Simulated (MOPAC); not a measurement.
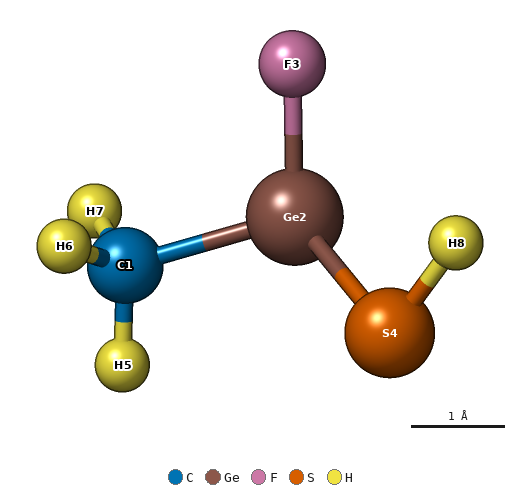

**Figure 1.** The structure as given in the input (ball-and-stick view, seen at a tilt; atoms are numbered from 1 in the order of the input). Sticks mark near contacts.

**Run report: CH$_{4}$FGeS (charge +1), geometry relaxation (part 1 of 3)**

The run: geometry relaxation of CH$_{4}$FGeS, charge +1. Method and program: AM1, closed shell (MOPAC 23.2.5).

The starting geometry was optimised with AM1.

**Input file (run.mop)**
```
am1 charge=1 disp cycles=300 gnorm=0.05 aux(precision=6) threads=1
job CH4FGeS

C -0.082911 1 1.239612 1 -0.615821 1
Ge 0.508190 1 -0.586625 1 -0.177249 1
F 1.847712 1 -0.449991 1 0.858159 1
S -1.116425 1 -2.003794 1 0.649043 1
H -0.961410 1 1.199679 1 -1.287409 1
H -0.352285 1 1.766261 1 0.320971 1
H 0.746995 1 1.775841 1 -1.115369 1
H -0.336639 1 -2.696916 1 1.467612 1
```

Launched with:
```bash
mopac run.mop
```

**Log**
```
MOPAC v23.2.5
AM1 CALCULATION RESULTS

 *  AM1        - The AM1 Hamiltonian to be used
 *
 *
 *
 *                 CHARGE ON SYSTEM = +1
 *
 *
 *
 *  THREADS=1  - MULTI-THREADING NOT USED
 *  CYCLES=    - DO A MAXIMUM OF 300 STEPS
 *  GNORM      - EXIT WHEN GRADIENT NORM DROPS BELOW 0.050
 *  AUX        - OUTPUT AUXILIARY INFORMATION
 *  DISP       - PRINT DISPERSION AND HYDROGEN BOND ENERGIES
am1 charge=1 disp cycles=300 gnorm=0.05 aux(precision=6) threads=1
 job CH4FGeS

   ATOM   CHEMICAL          X               Y               Z
  NUMBER   SYMBOL      (ANGSTROMS)     (ANGSTROMS)     (ANGSTROMS)

     1       C         -0.08291100  *   1.23961200  *  -0.61582100  *
     2      Ge          0.50819000  *  -0.58662500  *  -0.17724900  *
     3       F          1.84771200  *  -0.44999100  *   0.85815900  *
     4       S         -1.11642500  *  -2.00379400  *   0.64904300  *
     5       H         -0.96141000  *   1.19967900  *  -1.28740900  *
     6       H         -0.35228500  *   1.76626100  *   0.32097100  *
     7       H          0.74699500  *   1.77584100  *  -1.11536900  *
     8       H         -0.33663900  *  -2.69691600  *   1.46761200  *

          CARTESIAN COORDINATES

    NO.       ATOM           X           Y           Z

     1         C         -0.0829      1.2396     -0.6158
     2        Ge          0.5082     -0.5866     -0.1772
     3         F          1.8477     -0.4500      0.8582
     4         S         -1.1164     -2.0038      0.6490
     5         H         -0.9614      1.1997     -1.2874
     6         H         -0.3523      1.7663      0.3210
     7         H          0.7470      1.7758     -1.1154
     8         H         -0.3366     -2.6969      1.4676

           Empirical Formula: C H4 Ge F S  =     8 atoms

      MOLECULAR POINT GROUP   :   C1

      RHF CALCULATION, NO. OF DOUBLY OCCUPIED LEVELS = 12

          Geometry optimization using EF

          DIAGONAL MATRIX USED AS START HESSIAN
```

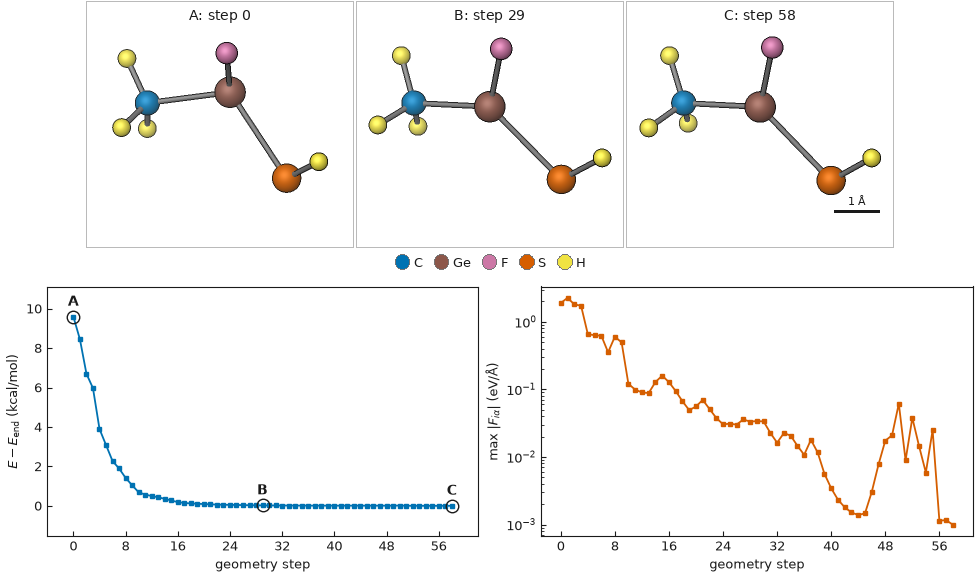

**Figure 2.** Frames of the relaxation (ball-and-stick view, seen at a tilt) above the curves, on which the letters mark them (steps are counted from 0).

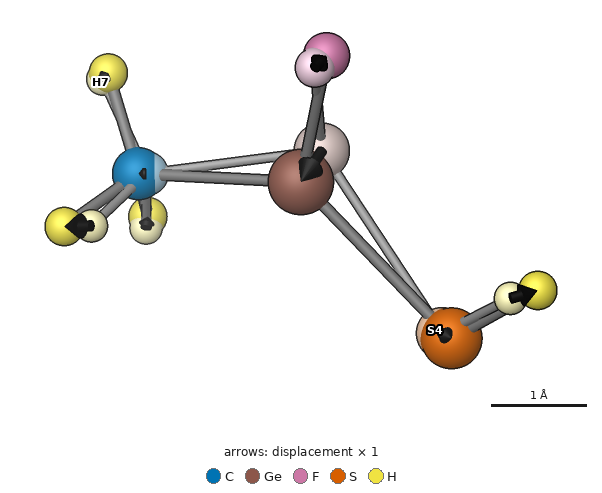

**Figure 3.** Start (faint) and end (solid) with the displacements as black arrows, at true length (ball-and-stick view, seen at a tilt). The two geometries are laid on each other by the best rigid fit. After 58 geometry steps the energy has fallen by 9.59 kcal/mol. Largest force component: 1.9 eV/Å at the start, 0.00099 eV/Å at the end. The largest move after the best rigid fit is that of Ge2, 0.52 Å. By element the largest moves are Ge 0.52 Å, H 0.36 Å, F 0.23 Å, S 0.16 Å, C 0.08 Å. Among the contacts that change: Ge2–F3 1.699 → 1.663 Å, Ge2–S4 2.309 → 2.286 Å, S4–H8 1.326 → 1.341 Å. Among the angles that change: C1–Ge2–S4 116.0° → 128.7°, C1–Ge2–F3 107.3° → 113.1°, F3–Ge2–S4 112.7° → 118.2°. (Atoms are counted from 1 in the order of the input.)

```
 CYCLE:     1 TIME:   0.008 TIME LEFT:  2.00D  GRAD.:    56.917 HEAT:  148.3562
 CYCLE:     2 TIME:   0.000 TIME LEFT:  2.00D  GRAD.:    83.563 HEAT:  147.2091
 CYCLE:     3 TIME:   0.000 TIME LEFT:  2.00D  GRAD.:    67.562 HEAT:  145.4642
 CYCLE:     4 TIME:   0.000 TIME LEFT:  2.00D  GRAD.:    71.990 HEAT:  144.7335
 CYCLE:     5 TIME:   0.008 TIME LEFT:  2.00D  GRAD.:    25.412 HEAT:  142.6641
 CYCLE:     6 TIME:   0.000 TIME LEFT:  2.00D  GRAD.:    29.804 HEAT:  141.8516
 CYCLE:     7 TIME:   0.000 TIME LEFT:  2.00D  GRAD.:    22.256 HEAT:  141.0401
 CYCLE:     8 TIME:   0.000 TIME LEFT:  2.00D  GRAD.:    15.104 HEAT:  140.6627
 CYCLE:     9 TIME:   0.000 TIME LEFT:  2.00D  GRAD.:    26.192 HEAT:  140.1877
 CYCLE:    10 TIME:   0.000 TIME LEFT:  2.00D  GRAD.:    20.119 HEAT:  139.8122
 CYCLE:    11 TIME:   0.008 TIME LEFT:  2.00D  GRAD.:     7.522 HEAT:  139.4562
 CYCLE:    12 TIME:   0.000 TIME LEFT:  2.00D  GRAD.:     5.610 HEAT:  139.3397
 CYCLE:    13 TIME:   0.000 TIME LEFT:  2.00D  GRAD.:     5.482 HEAT:  139.2648
 CYCLE:    14 TIME:   0.000 TIME LEFT:  2.00D  GRAD.:     5.264 HEAT:  139.2020
 CYCLE:    15 TIME:   0.000 TIME LEFT:  2.00D  GRAD.:     6.380 HEAT:  139.1225
 CYCLE:    16 TIME:   0.000 TIME LEFT:  2.00D  GRAD.:     5.721 HEAT:  139.0412
 CYCLE:    17 TIME:   0.008 TIME LEFT:  2.00D  GRAD.:     5.935 HEAT:  138.9548
 CYCLE:    18 TIME:   0.000 TIME LEFT:  2.00D  GRAD.:     4.590 HEAT:  138.9150
 CYCLE:    19 TIME:   0.000 TIME LEFT:  2.00D  GRAD.:     3.055 HEAT:  138.8883
 CYCLE:    20 TIME:   0.000 TIME LEFT:  2.00D  GRAD.:     2.523 HEAT:  138.8737
 CYCLE:    21 TIME:   0.000 TIME LEFT:  2.00D  GRAD.:     3.008 HEAT:  138.8587
 CYCLE:    22 TIME:   0.000 TIME LEFT:  2.00D  GRAD.:     3.420 HEAT:  138.8459
 CYCLE:    23 TIME:   0.008 TIME LEFT:  2.00D  GRAD.:     2.480 HEAT:  138.8292
 CYCLE:    24 TIME:   0.000 TIME LEFT:  2.00D  GRAD.:     1.876 HEAT:  138.8224
 CYCLE:    25 TIME:   0.000 TIME LEFT:  2.00D  GRAD.:     1.518 HEAT:  138.8159
 CYCLE:    26 TIME:   0.000 TIME LEFT:  2.00D  GRAD.:     1.597 HEAT:  138.8121
 CYCLE:    27 TIME:   0.000 TIME LEFT:  2.00D  GRAD.:     1.768 HEAT:  138.8044
 CYCLE:    28 TIME:   0.000 TIME LEFT:  2.00D  GRAD.:     1.667 HEAT:  138.7988
 CYCLE:    29 TIME:   0.000 TIME LEFT:  2.00D  GRAD.:     1.484 HEAT:  138.7933
 CYCLE:    30 TIME:   0.008 TIME LEFT:  2.00D  GRAD.:     1.390 HEAT:  138.7896
 CYCLE:    31 TIME:   0.000 TIME LEFT:  2.00D  GRAD.:     1.185 HEAT:  138.7869
 CYCLE:    32 TIME:   0.000 TIME LEFT:  2.00D  GRAD.:     0.906 HEAT:  138.7850
 CYCLE:    33 TIME:   0.000 TIME LEFT:  2.00D  GRAD.:     0.805 HEAT:  138.7835
 CYCLE:    34 TIME:   0.000 TIME LEFT:  2.00D  GRAD.:     0.894 HEAT:  138.7821
 CYCLE:    35 TIME:   0.000 TIME LEFT:  2.00D  GRAD.:     0.927 HEAT:  138.7807
 CYCLE:    36 TIME:   0.000 TIME LEFT:  2.00D  GRAD.:     0.788 HEAT:  138.7790
 CYCLE:    37 TIME:   0.008 TIME LEFT:  2.00D  GRAD.:     0.606 HEAT:  138.7782
 CYCLE:    38 TIME:   0.000 TIME LEFT:  2.00D  GRAD.:     0.742 HEAT:  138.7772
 CYCLE:    39 TIME:   0.000 TIME LEFT:  2.00D  GRAD.:     0.487 HEAT:  138.7768
 CYCLE:    40 TIME:   0.000 TIME LEFT:  2.00D  GRAD.:     0.266 HEAT:  138.7766
 CYCLE:    41 TIME:   0.000 TIME LEFT:  2.00D  GRAD.:     0.150 HEAT:  138.7763
 CYCLE:    42 TIME:   0.000 TIME LEFT:  2.00D  GRAD.:     0.136 HEAT:  138.7762
 CYCLE:    43 TIME:   0.008 TIME LEFT:  2.00D  GRAD.:     0.067 HEAT:  138.7761
 CYCLE:    44 TIME:   0.000 TIME LEFT:  2.00D  GRAD.:     0.059 HEAT:  138.7761
 CYCLE:    45 TIME:   0.000 TIME LEFT:  2.00D  GRAD.:     0.055 HEAT:  138.7761
 CYCLE:    46 TIME:   0.000 TIME LEFT:  2.00D  GRAD.:     0.075 HEAT:  138.7761
 CYCLE:    47 TIME:   0.000 TIME LEFT:  2.00D  GRAD.:     0.142 HEAT:  138.7761
 CYCLE:    48 TIME:   0.000 TIME LEFT:  2.00D  GRAD.:     0.340 HEAT:  138.7760
 CYCLE:    49 TIME:   0.000 TIME LEFT:  2.00D  GRAD.:     0.828 HEAT:  138.7756
 CYCLE:    50 TIME:   0.008 TIME LEFT:  2.00D  GRAD.:     1.168 HEAT:  138.7741
 CYCLE:    51 TIME:   0.000 TIME LEFT:  2.00D  GRAD.:     3.671 HEAT:  138.7822
 CYCLE:    52 TIME:   0.000 TIME LEFT:  2.00D  GRAD.:     0.412 HEAT:  138.7714
 CYCLE:    53 TIME:   0.000 TIME LEFT:  2.00D  GRAD.:     1.752 HEAT:  138.7708
 CYCLE:    54 TIME:   0.000 TIME LEFT:  2.00D  GRAD.:     0.573 HEAT:  138.7696
 CYCLE:    55 TIME:   0.000 TIME LEFT:  2.00D  GRAD.:     0.233 HEAT:  138.7681
 CYCLE:    56 TIME:   0.008 TIME LEFT:  2.00D  GRAD.:     1.216 HEAT:  138.7687
 CYCLE:    57 TIME:   0.000 TIME LEFT:  2.00D  GRAD.:     0.071 HEAT:  138.7681
 CYCLE:    58 TIME:   0.008 TIME LEFT:  2.00D  GRAD.:     0.055 HEAT:  138.7681
 CYCLE:    59 TIME:   0.000 TIME LEFT:  2.00D  GRAD.:     0.049 HEAT:  138.7681

     GRADIENT =  0.04889 IS LESS THAN CUTOFF =  0.05000

 -------------------------------------------------------------------------------
 am1 charge=1 disp cycles=300 gnorm=0.05 aux(precision=6) threads=1
 job CH4FGeS

     GEOMETRY OPTIMISED USING EIGENVECTOR FOLLOWING (EF).
     SCF FIELD WAS ACHIEVED

                              AM1 CALCULATION

          FINAL HEAT OF FORMATION =        138.76808 KCAL/MOL =     580.60563 KJ/MOL

          TOTAL ENERGY            =     -21611.02488 KCAL/MOL = ELECTRONIC ENERGY + CORE-CORE REPULSION
          ENERGY OF ATOMS         =      21749.79295 KCAL/MOL
                              SUM =        138.76808 KCAL/MOL
          DISPERSION ENERGY       =          0.00000 KCAL/MOL
                              SUM =        138.76808 KCAL/MOL = FINAL HEAT OF FORMATION

          TOTAL ENERGY            =       -937.14274 EV
          ELECTRONIC ENERGY       =      -2219.27680 EV
          CORE-CORE REPULSION     =       1282.13406 EV
          COSMO AREA              =        125.76 SQUARE ANGSTROMS
          COSMO VOLUME            =        115.17 CUBIC ANGSTROMS

          GRADIENT NORM           =          0.04889          =       0.01729 PER ATOM
          IONIZATION POTENTIAL    =         15.348520 EV
          HOMO LUMO ENERGIES (EV) =        -15.349 -8.067
          NO. OF FILLED LEVELS    =         12
          MOLECULAR WEIGHT        =        139.6910         POINT GROUP:  C1

          MOLECULAR DIMENSIONS (Angstroms)

            Atom       Atom       Distance
            H     8    H     7     5.40528
            F     3    H     5     3.39766
            H     5    H     6     1.55445

          SCF CALCULATIONS        =         66

          WALL-CLOCK TIME         =      0.086 SECONDS
          COMPUTATION TIME        =      0.085 SECONDS

   ATOM   CHEMICAL          X               Y               Z
  NUMBER   SYMBOL      (ANGSTROMS)     (ANGSTROMS)     (ANGSTROMS)

     1       C         -0.01748075  *   1.28866344  *  -0.75056925  *
     2      Ge          0.35847715  *  -0.42406581  *   0.14550019  *
     3       F          1.94808237  *  -0.58421829  *   0.60637808  *
     4       S         -1.07737383  *  -2.14286969  *   0.60463446  *
     5       H         -0.77001812  *   1.15511435  *  -1.55594541  *
     6       H         -0.41459145  *   2.02050417  *  -0.01369996  *
     7       H          0.92057988  *   1.69409742  *  -1.18622292  *
     8       H         -0.25065210  *  -3.00660528  *   1.21141003  *

                             CARTESIAN COORDINATES

   1    C       -0.017480755     1.288663443    -0.750569253
   2   Ge        0.358477151    -0.424065809     0.145500195
   3    F        1.948082374    -0.584218287     0.606378077
   4    S       -1.077373825    -2.142869693     0.604634455
   5    H       -0.770018120     1.155114352    -1.555945412
   6    H       -0.414591451     2.020504172    -0.013699960
   7    H        0.920579878     1.694097424    -1.186222922
   8    H       -0.250652105    -3.006605280     1.211410034

           Empirical Formula: C H4 Ge F S  =     8 atoms

      MOLECULAR POINT GROUP   :   C1

                  EIGENVALUES
 -53.56725 -34.08540 -24.50798 -21.68339 -21.05144 -20.63875 -19.91161 -18.71749
 -18.67409 -17.48244 -17.11375 -15.34852  -8.06746  -7.77749  -5.17596  -4.48678
  -3.83421  -0.75479  -0.67409   0.11885

              NET ATOMIC CHARGES AND DIPOLE CONTRIBUTIONS

  ATOM NO.   TYPE          CHARGE      No. of ELECS.   s-Pop       p-Pop
    1          C          -0.516412        4.5164     1.26409     3.25232
    2         Ge           1.421373        2.5786     0.86849     1.71014
    3          F          -0.379738        7.3797     1.89327     5.48646
    4          S          -0.088679        6.0887     1.93275     4.15593
    5          H           0.147826        0.8522     0.85217
    6          H           0.148345        0.8517     0.85166
    7          H           0.146502        0.8535     0.85350
    8          H           0.120783        0.8792     0.87922
 DIPOLE           X         Y         Z       TOTAL
 POINT-CHG.    -1.898     0.800    -0.817     2.216
 HYBRID         1.856    -0.278     0.596     1.969
 SUM           -0.042     0.522    -0.221     0.568

          ATOMIC ORBITAL ELECTRON POPULATIONS

     Atom    s        px        py        pz
    1  C   1.26409   1.11188   1.04738   1.09306
    2 Ge   0.86849   0.53067   0.75452   0.42495
    3  F   1.89327   1.69846   1.93723   1.85078
    4  S   1.93275   1.16254   1.29419   1.69920
    5  H   0.85217
    6  H   0.85166
    7  H   0.85350
    8  H   0.87922

 *                    *
 * JOB ENDED NORMALLY *
 *                    *

 TOTAL JOB TIME:             0.09 SECONDS

 == MOPAC DONE ==
```

**Trajectory as extended XYZ (Å, eV, eV/Å), 59 frames, from step=0 to step=58**
```
8
Properties=species:S:1:pos:R:3:forces:R:3 step=0 energy=6.43333
C    -0.0829    1.2396   -0.6158    0.1441  -0.1253  -0.5722
Ge    0.5082   -0.5866   -0.1772    0.2701   0.3898   1.8955
F     1.8477   -0.4500    0.8582   -0.6330  -0.3203  -1.0176
S    -1.1164   -2.0038    0.6490    0.2583  -0.0604  -0.4406
H    -0.9614    1.1997   -1.2874   -0.1020   0.0937  -0.0553
H    -0.3523    1.7663    0.3210    0.0056   0.0073   0.0943
H     0.7470    1.7758   -1.1154    0.0550   0.1674  -0.0437
H    -0.3366   -2.6969    1.4676    0.0018  -0.1523   0.1395
8
Properties=species:S:1:pos:R:3:forces:R:3 step=1 energy=6.38359
C    -0.0813    1.2349   -0.6503    0.1392   0.1539   1.0009
Ge    0.5108   -0.5783   -0.1141   -2.2637   0.4410  -0.5133
F     1.8366   -0.4603    0.7979    2.0378  -0.0666   0.9792
S    -1.1126   -2.0060    0.6220    0.2613  -0.3530  -0.0826
H    -0.9636    1.2020   -1.2919   -0.3772   0.0256  -0.3866
H    -0.3522    1.7663    0.3227    0.1859  -0.3619  -0.7305
H     0.7476    1.7801   -1.1205    0.2063   0.2242  -0.2520
H    -0.3366   -2.7013    1.4722   -0.1895  -0.0631  -0.0152
8
Properties=species:S:1:pos:R:3:forces:R:3 step=2 energy=6.30793
C    -0.0736    1.2323   -0.6369   -0.0154  -0.2608  -1.8124
Ge    0.4868   -0.5653   -0.0906   -1.1072   0.5400  -0.0350
F     1.8641   -0.4740    0.7875    1.1792  -0.1500   0.4030
S    -1.1027   -2.0125    0.6073    0.0789  -0.5217   0.0853
H    -0.9694    1.2035   -1.3293    0.5432  -0.0046   0.3854
H    -0.3476    1.7561    0.2657   -0.2666   0.5907   0.9195
H     0.7523    1.7879   -1.1520   -0.2051  -0.1675   0.1419
H    -0.3386   -2.7051    1.4814   -0.2070  -0.0260  -0.0877
8
Properties=species:S:1:pos:R:3:forces:R:3 step=3 energy=6.27624
C    -0.0627    1.2295   -0.6821   -0.5206   0.3681   0.5560
Ge    0.4451   -0.5379   -0.0776    1.7290   0.3051   1.4114
F     1.9200   -0.5014    0.8044   -1.4149  -0.1575  -1.1202
S    -1.0901   -2.0324    0.6011   -0.2248  -0.4177  -0.0177
H    -0.9669    1.2081   -1.3270    0.1311   0.0449  -0.1120
H    -0.3448    1.7619    0.2799    0.1540  -0.1134  -0.5401
H     0.7550    1.7922   -1.1587    0.1643   0.0807  -0.2050
H    -0.3434   -2.7111    1.4782   -0.0180  -0.1101   0.0276
8
Properties=species:S:1:pos:R:3:forces:R:3 step=4 energy=6.18650
C    -0.0668    1.2361   -0.6888    0.0286   0.0944  -0.0549
Ge    0.4532   -0.5252   -0.0482    0.4285   0.1562   0.6575
F     1.9139   -0.5119    0.7781   -0.3255  -0.1006  -0.4286
S    -1.0961   -2.0475    0.5935   -0.0535  -0.2501  -0.0585
H    -0.9625    1.2089   -1.3377    0.0042  -0.0145  -0.2085
H    -0.3430    1.7628    0.2463   -0.0461   0.3040   0.1401
H     0.7581    1.7924   -1.1794   -0.0061  -0.0439  -0.0934
H    -0.3470   -2.7135    1.4739   -0.0301  -0.1454   0.0463
8
Properties=species:S:1:pos:R:3:forces:R:3 step=5 energy=6.15127
C    -0.0617    1.2426   -0.7023   -0.4661   0.1777  -0.4498
Ge    0.4479   -0.5044   -0.0026   -0.4670   0.0886   0.0207
F     1.9233   -0.5291    0.7424    0.4442  -0.0666   0.0635
S    -1.0985   -2.0704    0.5783    0.0949  -0.1577   0.0161
H    -0.9620    1.2083   -1.3906    0.6325  -0.0107   0.4434
H    -0.3420    1.7806    0.2328   -0.0378   0.2415  -0.1737
H     0.7615    1.7912   -1.2157   -0.1170  -0.1405   0.0903
H    -0.3522   -2.7239    1.4775   -0.0838  -0.1323  -0.0106
```
